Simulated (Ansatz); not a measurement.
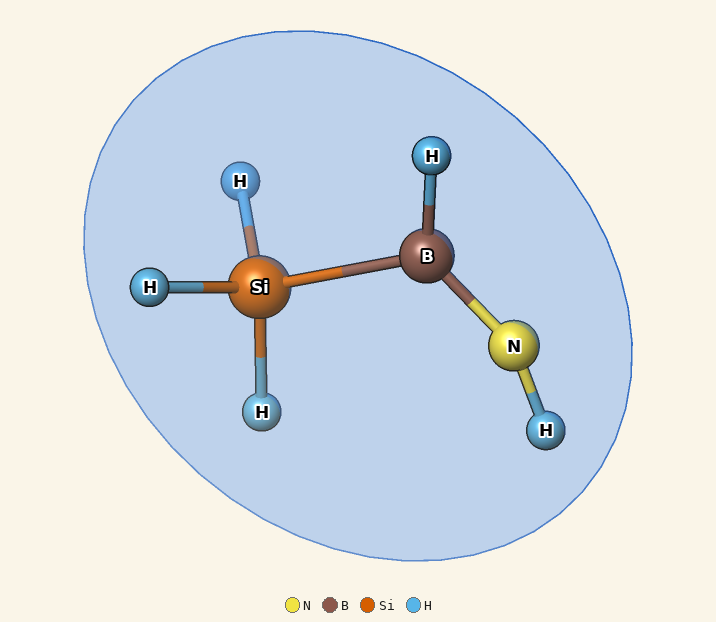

All proper rotation axes (lines) and mirror planes (discs) of the structure are drawn in. Depth is shown by fading: the farther an atom, the more it takes the colour of the background. State: neutral, doublet. Computed geometry: PBE-D4/def2-SVP optimisation. No frequency run is at hand to confirm it as a minimum.

Name the symmetry elements and the point group.

Answer. It has 1 mirror plane. Point group Cs. The group has 2 operations. The geometry is achiral, and symmetry allows a dipole moment.
